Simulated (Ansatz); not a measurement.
# GeH4O: what the fields show

Input file:

```
crystal:
  periodic: [false, false, false]
  atoms:
    - { symbol: Ge, position_ang: [0.129588, 0.024311, 0.107404] }
    - { symbol: H, position_ang: [0.537262, -0.020795, 1.580349] }
    - { symbol: H, position_ang: [1.651183, -0.065251, 0.012099] }
    - { symbol: H, position_ang: [-0.551096, 1.289242, -0.409889] }
    - { symbol: O, position_ang: [-0.723728, -1.420952, -0.496522] }
    - { symbol: H, position_ang: [-1.159309, -1.896055, 0.21906] }
basis:
  gaussian: { orbitals: def2-SVP }
hamiltonian:
  xc: pbe0
relax:
  f_tol: 0.03
  max_steps: 50
output:
  orbitals: {}
```

Launched as:

```sh
ansatz run input.yaml --threads 1 --pin off --max-ram 2048MiB --backend cpu --events-out ev --progress --plain --runs-dir out
```

The fields are those of the run's last geometry, not of the input's.

These are results of RKS PBE0/def2-SVP (Ansatz 0.2.0), not measurements.

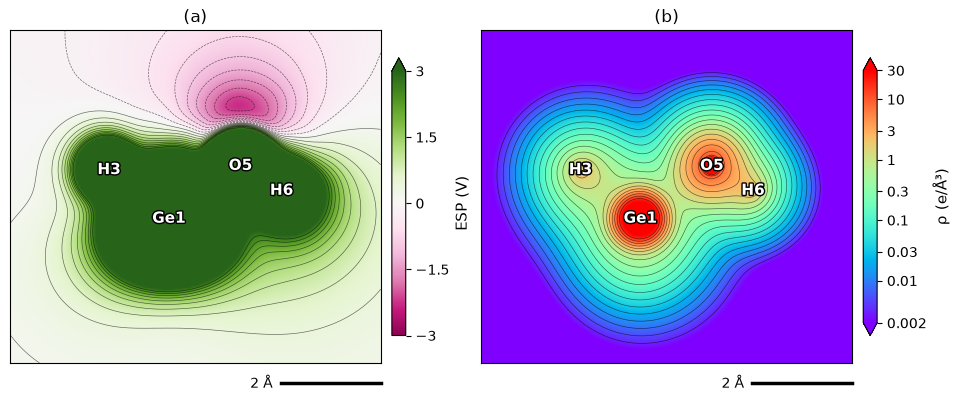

Figure 1. (a) molecular electrostatic potential; (b) electron density on the plane of atoms Ge1, O5 and H6.

**Interpret the plot.**

Atoms in the plane: Ge, H and O.
Ge–O (1.78 Å): ρ at the midpoint is about 0.95 e/Å³.
O–H (0.96 Å): ρ at the midpoint is about 3.6 e/Å³.
Ge–H (1.53 Å): ρ is about 1.1 e/Å³ halfway.
Outside the dense part of the molecule the potential is most negative (−2.3 V) near O5.

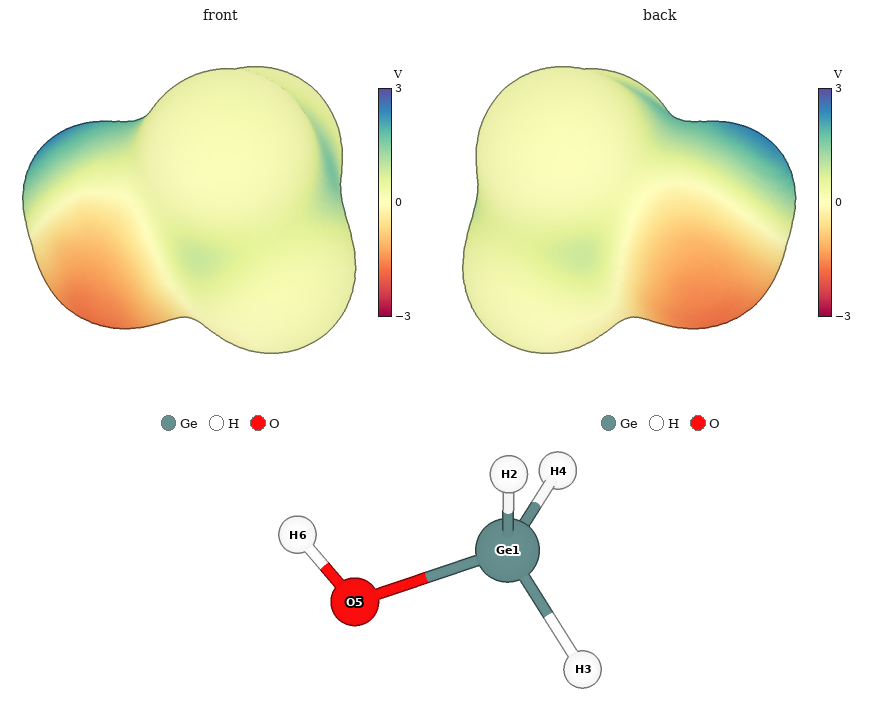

Figure 2. The electrostatic potential painted on the density surface at 0.002 e/bohr³, seen from the front and from behind; red is negative and blue positive. The bare structure is drawn below in the same view.

**Describe the electrostatic potential map.**

The most negative region (about −1.7 V) lies over O5, the most positive (about +2.4 V) over H6. O5 is the likeliest acceptor of a hydrogen bond.

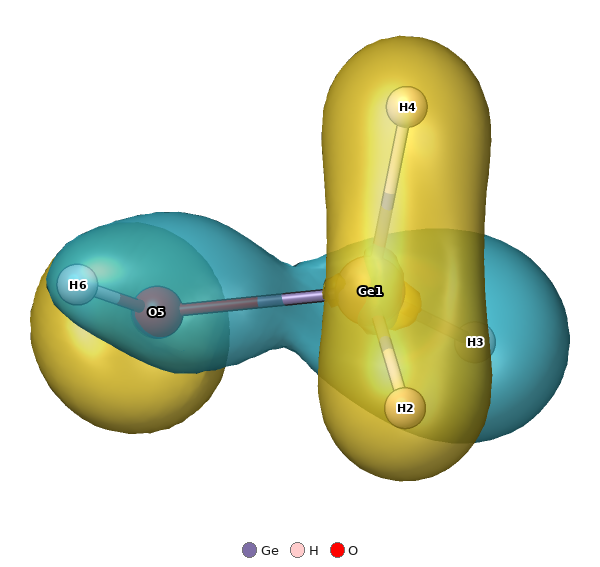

Figure 3. The HOMO−1 at ±0.15 Å⁻³ᐟ² (yellow and cyan are the two phases), seen from one side.

**What is the character of this orbital?**

Its weight (Hirshfeld) is mainly on O5 (about 40 %), Ge1 (about 25 %), H3 (about 15 %), H2 (about 10 %) and H4 (about 10 %). Its energy is −9.13 eV.
